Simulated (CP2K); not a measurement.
# BSiPN2H6O (SMILES NP1BO[SiH2]N1) at GFN1-xTB

Aim: the vertical ionisation energy of BSiPN2H6O at GFN1-xTB, from 2 runs. 

Program for the calculation: CP2K 2026.2.

6 further runs of the same task are left out: 6 set aside as unsound or not needed.

## Step 1: The system as given

BSiPN2H6O has 12 atoms, charge 0, and is taken as a singlet. As SMILES, `NP1BO[SiH2]N1`. The shape comes from a force field and isn't a relaxed structure. This is one conformer, not always the lowest.

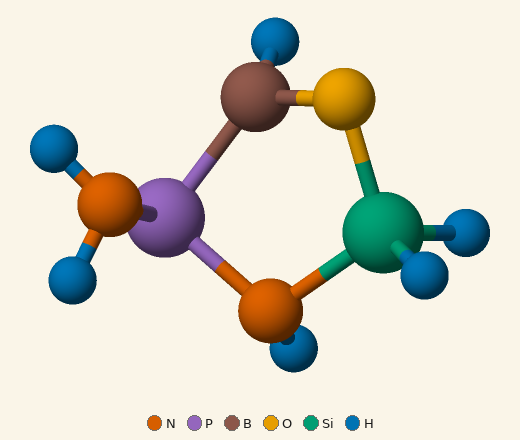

The structure, seen from a chosen angle (nitrogen orange, phosphorus purple, boron brown, oxygen amber, silicon teal, hydrogen blue).

## Step 2: Energy and forces at GFN1-xTB

calc.inp

```
&global
  project calc
  run_type ENERGY_FORCE
  print_level MEDIUM
&end

&force_eval
  method QUICKSTEP
  &dft
    &qs
      method XTB
      eps_default 1.0E-10
      &xtb
        gfn_type TBLITE
        &tblite
          method GFN1
        &end
        check_atomic_charges F
      &end
    &end
    &poisson
      periodic NONE
      poisson_solver ANALYTIC
    &end
    &scf
      scf_guess ATOMIC
      eps_scf 1.0E-06
      max_scf 150
      added_mos 4
      &diagonalization
        algorithm STANDARD
      &end
      &mixing
        method DIRECT_P_MIXING
        alpha 0.4
      &end
    &end
    &print
      &moments
        periodic F
        reference COM
        max_moment 1
      &end
      &mo ON
        energies T
        occupation_numbers T
        ndigits 6
        &each
          qs_scf 0
        &end
        add_last NUMERIC
      &end
      &hirshfeld OFF
      &end
    &end
  &end
  &subsys
    &cell
      abc 13.6 15.1 14.5
      periodic NONE
    &end
    &coord
      N     -0.830500    -1.917200     0.028100
      P     -0.961500    -0.349600     0.962400
      B      0.919700    -0.198000     1.148300
      O      1.787200    -0.022400    -0.070200
      Si     0.722900     1.055500    -0.947900
      N     -0.985900     0.727900    -0.497100
      H     -1.795800    -2.010400    -0.405000
      H     -0.705400    -2.631400     0.695600
      H      1.352600     0.342500     2.186100
      H      1.062100     2.444800    -0.528000
      H      0.902700     0.875600    -2.354500
      H     -1.391200     1.627500    -0.183900
    &end
    &topology
      &center_coordinates
      &end
    &end
  &end
  &print
    &forces ON
    &end
  &end
&end
```

On the command line:

```
$ OMP_NUM_THREADS=1 cp2k.psmp -i calc.inp -o calc.out
```

Standard output:

```text
CP2K| version string:                                       CP2K version 2026.2
[...]
 GLOBAL| Method name                                                        CP2K
[...]
 GLOBAL| Run type                                                   ENERGY_FORCE
[...]
                             - Atoms:                                         12
[...]
                             - Spherical basis functions:                     46
[...]
 Number of electrons:                                                         34
[...]
  *** SCF run converged in    18 steps ***
[...]
  Fermi energy:                                                -0.31639483864759
[...]
 TB_DIPOLE| Moment [Debye]         -2.31120106       0.54812852       1.40647811
 TB_DIPOLE| Derivative [a.u.]       0.00000000       0.00000000       0.00000000
[...]
 ENERGY| Total FORCE_EVAL ( QS ) energy [hartree]            -20.317103098967831
 FORCES| Atomic forces [hartree/bohr]
 FORCES|   Atom     x               y               z               |f|
 FORCES|      1 -4.42061327E-02  3.96227592E-02 -1.73802272E-02   6.18564266E-02
 FORCES|      2 -1.60967442E-02 -2.29865841E-02 -2.65274842E-02   3.86160024E-02
 FORCES|      3  5.20783923E-02  2.72089654E-02 -5.13309474E-03   5.89816531E-02
 FORCES|      4 -6.54179981E-02  2.30721680E-02  1.78279429E-02   7.16217493E-02
 FORCES|      5  2.43697799E-02 -8.23470961E-03  1.27230161E-02   2.86979399E-02
 FORCES|      6  1.94273343E-02  1.14878217E-02  2.07881600E-02   3.06845068E-02
 FORCES|      7  2.98656864E-02 -4.28367394E-03  1.15358846E-02   3.23014817E-02
 FORCES|      8  1.75910648E-03 -2.05927462E-02  1.35578818E-02   2.47178439E-02
 FORCES|      9  3.51935620E-03 -1.40091719E-02 -1.36843951E-02   1.98973725E-02
 FORCES|     10 -1.98920122E-03 -1.24831343E-02 -3.83471461E-03   1.32094890E-02
 FORCES|     11  1.80510988E-03 -3.49577454E-03 -3.13519980E-03   5.03073941E-03
 FORCES|     12 -5.11468917E-03 -1.53059197E-02 -6.73776980E-03   1.74879606E-02
 FORCES| Sum    -3.00974523E-16  1.75207071E-16 -3.53883589E-16
[...]
```

Run time: 1.2 s. Hardware: 1 thread of AMD EPYC 7R43 (Zen 3), shared host; peak memory 0.18 GiB.

## Step 3: The doublet cation

job.inp

```
&GLOBAL
 PROJECT job
 RUN_TYPE ENERGY_FORCE
 PRINT_LEVEL MEDIUM
&END GLOBAL

&FORCE_EVAL
 METHOD QUICKSTEP
 &DFT
  CHARGE 1
  MULTIPLICITY 2
  UNRESTRICTED_KOHN_SHAM T
  &QS
   METHOD XTB
   EPS_DEFAULT 1.0E-10
   &XTB
    GFN_TYPE TBLITE
    &TBLITE
     METHOD GFN1
    &END TBLITE
    CHECK_ATOMIC_CHARGES F
   &END XTB
  &END QS
  ! cluster boundary conditions
  &POISSON
   PERIODIC NONE
   POISSON_SOLVER ANALYTIC
  &END POISSON
  &SCF
   SCF_GUESS ATOMIC
   EPS_SCF 1.0E-06
   MAX_SCF 150
   ADDED_MOS 8
   &DIAGONALIZATION
    ALGORITHM STANDARD
   &END DIAGONALIZATION
   &MIXING
    METHOD DIRECT_P_MIXING
    ALPHA 0.4
   &END MIXING
   &SMEAR ON
    METHOD FERMI_DIRAC
    ELECTRONIC_TEMPERATURE [K] 300
   &END SMEAR
  &END SCF
  ! extra output
  &PRINT
   &MOMENTS
    PERIODIC F
    REFERENCE COM
    MAX_MOMENT 1
   &END MOMENTS
   &MO ON
    ENERGIES T
    OCCUPATION_NUMBERS T
    NDIGITS 6
    &EACH
     QS_SCF 0
    &END EACH
    ADD_LAST NUMERIC
   &END MO
   &HIRSHFELD OFF
   &END HIRSHFELD
  &END PRINT
 &END DFT
 ! structure
 &SUBSYS
  ! vacuum box
  &CELL
   ABC 13.6 15.1 14.5
   PERIODIC NONE
  &END CELL
  &COORD
   N     -0.830500    -1.917200     0.028100
   P     -0.961500    -0.349600     0.962400
   B      0.919700    -0.198000     1.148300
   O      1.787200    -0.022400    -0.070200
   Si     0.722900     1.055500    -0.947900
   N     -0.985900     0.727900    -0.497100
   H     -1.795800    -2.010400    -0.405000
   H     -0.705400    -2.631400     0.695600
   H      1.352600     0.342500     2.186100
   H      1.062100     2.444800    -0.528000
   H      0.902700     0.875600    -2.354500
   H     -1.391200     1.627500    -0.183900
  &END COORD
  &TOPOLOGY
   &CENTER_COORDINATES
   &END CENTER_COORDINATES
  &END TOPOLOGY
 &END SUBSYS
 ! extra output
 &PRINT
  &FORCES ON
  &END FORCES
 &END PRINT
&END FORCE_EVAL
```

On the command line:

```
$ OMP_NUM_THREADS=1 cp2k.psmp job.inp > job.out
```

Standard output:

```text
CP2K| version string:                                       CP2K version 2026.2
[...]
 GLOBAL| Method name                                                        CP2K
[...]
 GLOBAL| Run type                                                   ENERGY_FORCE
[...]
                             - Atoms:                                         12
[...]
                             - Spherical basis functions:                     46
[...]
 Number of electrons:                                                         17
[...]
  *** SCF run converged in    55 steps ***
[...]
  Fermi energy:                                                -0.59924169773728
[...]
 TB_DIPOLE| Moment [Debye]         -2.11555310       0.26507213       1.96349088
 TB_DIPOLE| Derivative [a.u.]       0.00000000       0.00000000       0.00000000
[...]
 ENERGY| Total FORCE_EVAL ( QS ) energy [hartree]            -19.829201436105997
 FORCES| Atomic forces [hartree/bohr]
 FORCES|   Atom     x               y               z               |f|
 FORCES|      1 -4.90569648E-02  5.90230463E-02  4.79460945E-03   7.68979458E-02
 FORCES|      2 -1.71231123E-02 -2.40492575E-02 -6.44272469E-02   7.08691604E-02
 FORCES|      3  9.01937512E-02  3.55221192E-02 -2.40892116E-02   9.98850531E-02
 FORCES|      4 -8.22875754E-02  1.01111625E-02  4.70137673E-02   9.53088400E-02
 FORCES|      5  3.36891678E-02  2.70171838E-03  1.64620263E-03   3.38373949E-02
 FORCES|      6  1.32780825E-03 -6.12488907E-03  4.60515993E-02   4.64760921E-02
 FORCES|      7  3.07262746E-02 -4.18404808E-03  4.44931959E-03   3.13274106E-02
 FORCES|      8  4.68488394E-03 -2.45346337E-02  1.27946067E-02   2.80641827E-02
 FORCES|      9 -3.91329058E-03 -1.89692473E-02 -1.52098526E-02   2.46269325E-02
 FORCES|     10 -3.24702745E-03 -1.23117226E-02 -1.47836963E-03   1.28182400E-02
 FORCES|     11  4.03217178E-05 -6.02364367E-03 -3.84715397E-03   7.14748225E-03
 FORCES|     12 -5.03423705E-03 -1.11606044E-02 -7.69827030E-03   1.44625724E-02
 FORCES| Sum    -1.63064007E-16  4.21537805E-16  8.32667268E-17
[...]
```

Run time: 1.4 s. Hardware: 1 thread of AMD EPYC 7R43 (Zen 3), shared host; peak memory 0.19 GiB.

## Step 4: What came out

At GFN1-xTB:

| quantity | value |
| --- | --- |
| singlet BSiPN2H6O: total energy | -20.31710 Eh |
| singlet BSiPN2H6O: dipole moment (from atomic charges alone) | 2.76 D |
| singlet BSiPN2H6O: HOMO energy | -10.33 eV |
| singlet BSiPN2H6O: LUMO energy | -7.73 eV |
| singlet BSiPN2H6O: HOMO–LUMO gap | 2.60 eV |
| singlet BSiPN2H6O: largest force on an atom | 3.683 eV/Å |
| doublet cation: total energy | -19.82920 Eh |
| doublet cation: HOMO energy (highest over α and β) | -16.41 eV |
| doublet cation: LUMO energy (lowest over α and β) | -16.20 eV |
| doublet cation: largest force on an atom | 5.136 eV/Å |
| vertical ionisation energy (to the doublet cation) | 13.276 eV |

Removing an electron at fixed nuclei costs 13.28 eV (1281 kJ/mol). The largest force (singlet BSiPN2H6O) is 3.68 eV/Å: the shape isn't a stationary point for this species at this level. xTB total energies overstate such differences by several eV unless an empirical shift is taken off; none is applied here. The dipole (singlet BSiPN2H6O) comes from point charges on the atoms alone, without atomic dipoles, so it is partial.
